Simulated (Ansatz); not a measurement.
A computed series for SrTiO3: carrier doping

Base system: SrTiO3 in the cubic perovskite structure (space group Pm-3m, No. 221).

SrTiO3 has the cubic space group Pm-3m (No. 221), the cubic perovskite structure, Pearson symbol cP5. Conventional cell: a = b = c = 3.9070 Å, α = β = γ = 90.00°. Sr on 1a has 12 O at 2.763 Å (cuboctahedral). Ti on 1b sees 6 O at 1.953 Å (octahedral). O on 3c is coordinated by 2 Ti at 1.953 Å and 4 Sr at 2.763 Å (octahedral). (Neighbours: up to the widest gap in distance over summed covalent radii, below 1.35, at either atom; cation-cation and far metal-metal contacts left out.)

Carriers are added at fixed cell with a uniform background; the Fermi–Dirac width is that of 300 K.

Computed with r2SCAN (Ansatz, a first-principles code; PAW; 500 eV plane waves; without spin-orbit coupling).

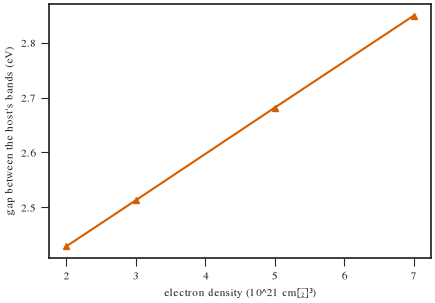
Figure. Gap between the host's bands against electron density

### Question
From the plot, what is the gap between the host's bands for electrons 2.0×10^21 cm⁻³?

### Answer
About 2.43 eV.

### Question
Is the trend monotonic over the range shown?

### Answer
Yes, it rises throughout, spanning 2.43 eV to 2.85 eV.

Charged cell with a jellium background: band edges are those of the host's band count, energies are not comparable with the neutral cell, and many-body gap narrowing is missing. No phonon test of stability was made. The final runs are not spin-polarised. Many cubic perovskites are stable only at high temperature; tilts and polar distortions were not tested.
